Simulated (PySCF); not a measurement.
C₂H₄BF₂Si, doublet, SMILES `[BH][SiH]1CC1(F)F`.

Method: PBE0/def2-TZVP; geometry: GFN2-xTB; program: PySCF. No frequency check shows the geometry to be a minimum. The stability of the open-shell solution wasn't checked. GFN2-xTB doesn't know the spin state, so this open-shell geometry is rough.

The calculation's input:

```python
import numpy as np
from pyscf import gto, scf, dft
from pyscf.scf import atom_ks, atom_hf
from scipy.linalg import block_diag

def solve(mol, dm0=None, hcore=None):
    mf = (dft.UKS if mol.spin else dft.RKS)(mol, xc='pbe0')
    mf.grids.level = 3
    mf = mf.density_fit(auxbasis='def2-universal-jkfit')
    mf.conv_tol, mf.max_cycle = 1e-8, 80
    if hcore is not None:
        mf.get_hcore = lambda *args: hcore
    mf.kernel(dm0)
    if not mf.converged:
        mf = mf.newton().run(mf.mo_coeff, mf.mo_occ, max_cycle=30)
    assert mf.converged, 'SCF not converged'
    return mf

mol = gto.M(atom='''
B     -2.28423     0.86953     0.12031
Si    -1.11045    -0.55359     0.21435
C      0.24349    -0.64213    -1.18361
C      0.72794     0.09928    -0.01086
F      1.70134    -0.45260     0.74975
F      1.00911     1.41746    -0.13307
H     -3.20740     1.42667     0.53503
H     -0.89875    -1.82739     0.92285
H      0.10682    -0.04346    -2.07059
H      0.74426    -1.57986    -1.37301
''', basis='def2-tzvp', charge=0, spin=1, verbose=4)
mf = solve(mol)
mf.analyze()
# spherically averaged free atoms, for the promolecule
atm = atom_ks.get_atm_nrks(mol, xc='pbe0')
pro = block_diag(*[(atm[a[0]][2] * atm[a[0]][3]) @ atm[a[0]][2].T for a in mol._atom])
np.savez('result.npz', e=mf.e_tot, c=mf.mo_coeff, occ=mf.mo_occ, eps=mf.mo_energy, pro=pro, dip=mf.dip_moment(verbose=0), s2=mf.spin_square()[0])
```

Command:

```sh
OMP_NUM_THREADS=1 python input.py
```

The run took 49 s on 1 thread of Intel(R) Xeon(R) Platinum 8488C (Sapphire Rapids), on a shared host, peak memory 0.83 GiB.

Partitions, critical points and surface values were worked out afterwards from this run's density.

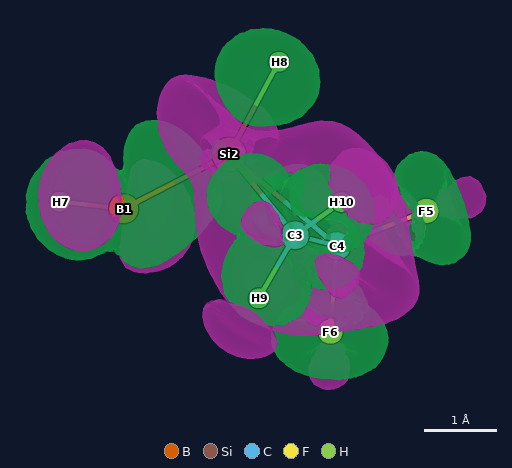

Deformation density (molecule less spherical, spin-averaged free atoms at the same positions), surfaces at ±0.04 e/Å³; green: gain, purple: loss.

Describe the bonding that the map shows.

The five largest and four smallest: C3–H9: +0.73 e/Å³ at the bond critical point (bond length 1.08 Å, Mayer order 0.9). C3–H10: +0.72 e/Å³ at the bond critical point (bond length 1.08 Å, Mayer order 0.9). B1–H7: +0.56 e/Å³ at the bond critical point (bond length 1.16 Å, Mayer order 1.0). C3–C4: +0.56 e/Å³ at the bond critical point (bond length 1.47 Å, Mayer order 1.0). B1–Si2: +0.24 e/Å³ at the bond critical point (bond length 1.85 Å, Mayer order 1.3). Si2–C3: +0.06 e/Å³ at the bond critical point (bond length 1.95 Å, Mayer order 0.9); up to 0.6 Å beside the axis the gain reaches +0.21 e/Å³. Si2–C4: +0.06 e/Å³ at the bond critical point (bond length 1.96 Å, Mayer order 0.9); up to 0.6 Å beside the axis the gain reaches +0.27 e/Å³. C4–F6: +0.06 e/Å³ at the bond critical point (bond length 1.35 Å, Mayer order 1.1); up to 0.6 Å beside the axis the gain reaches +0.31 e/Å³. C4–F5: +0.05 e/Å³ at the bond critical point (bond length 1.35 Å, Mayer order 1.1); up to 0.6 Å beside the axis the gain reaches +0.30 e/Å³. In all, 2.4 electrons gather in the regions of gain relative to the promolecule. A small or negative value marks a very polar bond, one between electron-rich atoms, whose free-atom densities already overlap strongly, a long bond to a heavier atom, or a closed-shell contact such as a hydrogen bond.

Where do the Hirshfeld charges lie?

The highest Hirshfeld charge is on Si2 (+0.18 e), the lowest on C3 (−0.17 e).
